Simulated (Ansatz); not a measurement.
The relaxed structure here is a generated cell of Ga2Cu: the first start was made by a random draw of sites in a space group, and the end was not matched to a known phase here, so it may be hypothetical.

One stationary structure of Ga2Cu. Computed with PBEsol (plane waves to 420 eV, PAW, scalar-relativistic; Ansatz, a quantum-chemistry and plane-wave program).

```xyz
9
Lattice="4.2985 0.0000 0.0000 0.6274 5.1150 0.0000 1.5058 0.0362 6.2963" Properties=species:S:1:pos:R:3 pbc="T T T"
Cu     3.1768     1.7909     0.7548
Cu     3.2158     2.5756     3.1482
Cu     3.2548     3.3602     5.5416
Ga     1.1193     2.8370     1.7854
Ga     2.5960     0.8229     6.1025
Ga     2.4442     4.8934     3.7343
Ga     3.8357     4.3283     0.1938
Ga     5.3124     2.3142     4.5109
Ga     3.9874     0.2577     2.5620
```

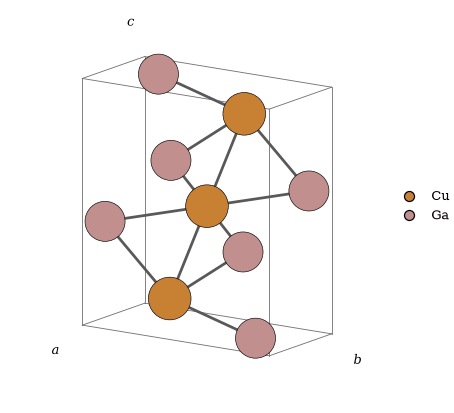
Figure: The conventional cell of the relaxed structure

```yaml
volume_per_atom: 15.38 Å³
band_gap: no gap (metallic)
shortest_distances: Ga–Ga 2.48 Å; Cu–Ga 2.50 Å; Cu–Cu 2.52 Å
k-mesh: 11×9×8
```

Band energies at high-symmetry points (eV from the Fermi level; labels of this space group; no spin-orbit coupling), from −5 eV up to 4.6 eV:

```json
[
 {"point": "Γ", "energies": "-4.85 -4.65 -4.36 -4.28 -4.09 -4.06 -3.81 -3.69 -3.65 -3.55 -3.47 -3.28 -3.27 -2.92 -2.80 -1.86 -1.85 -1.55 -1.38 -0.79 -0.09 -0.01 0.73 2.11 2.90 3.12 3.41 3.95"},
 {"point": "X", "energies": "-4.69 -4.63 -4.41 -4.27 -4.22 -3.95 -3.79 -3.65 -3.57 -3.48 -3.41 -3.39 -3.19 -3.10 -2.92 -2.67 -2.52 -1.64 -1.55 -0.90 0.48 0.67 1.85 2.16 2.70 3.08 3.46 3.80 4.33 4.55"},
 {"point": "Y", "energies": "-4.43 -4.39 -4.29 -4.29 -4.06 -3.86 -3.77 -3.68 -3.53 -3.50 -3.37 -3.32 -3.21 -2.96 -2.42 -1.95 -0.31 -0.27 0.07 0.44 0.72 2.08 2.26 2.36 3.06 4.06"},
 {"point": "Z", "energies": "-4.73 -4.39 -4.12 -4.04 -4.04 -3.87 -3.73 -3.69 -3.68 -3.46 -3.42 -3.33 -3.20 -3.09 -2.87 -2.27 -2.03 -1.83 -1.64 -1.23 -0.04 0.55 1.37 2.00 2.27 3.23 3.61"},
 {"point": "R", "energies": "-4.35 -4.25 -3.96 -3.88 -3.79 -3.77 -3.64 -3.50 -3.46 -3.38 -3.23 -3.11 -3.01 -2.98 -2.88 -1.34 -0.53 0.33 0.74 2.04 2.89 3.12 3.45 4.51"},
 {"point": "T", "energies": "-4.45 -4.27 -4.12 -3.95 -3.79 -3.73 -3.65 -3.53 -3.37 -3.36 -3.13 -3.12 -2.94 -2.79 -2.75 -2.10 -1.89 -1.12 0.00 2.87 3.29 4.54"},
 {"point": "U", "energies": "-4.60 -4.42 -4.31 -4.10 -4.00 -3.88 -3.81 -3.61 -3.52 -3.46 -3.32 -3.24 -3.06 -2.79 -2.76 -2.62 -2.42 -1.68 -1.56 -0.37 -0.30 -0.06 0.96 2.41 2.50 3.34 3.82 4.23"},
 {"point": "V", "energies": "-4.57 -4.30 -4.23 -4.18 -4.09 -4.06 -3.87 -3.67 -3.62 -3.53 -3.47 -3.38 -3.16 -3.00 -2.16 -1.60 -1.50 -0.92 -0.39 -0.22 0.36 1.24 1.50 1.76 2.22 2.66 3.17 3.26 3.88 3.99 4.19"}
]
```

No spin polarisation in the result.

It was reached from a disturbed copy of a R-3m (No. 166) cell, against which it lies -0.25 eV/atom.
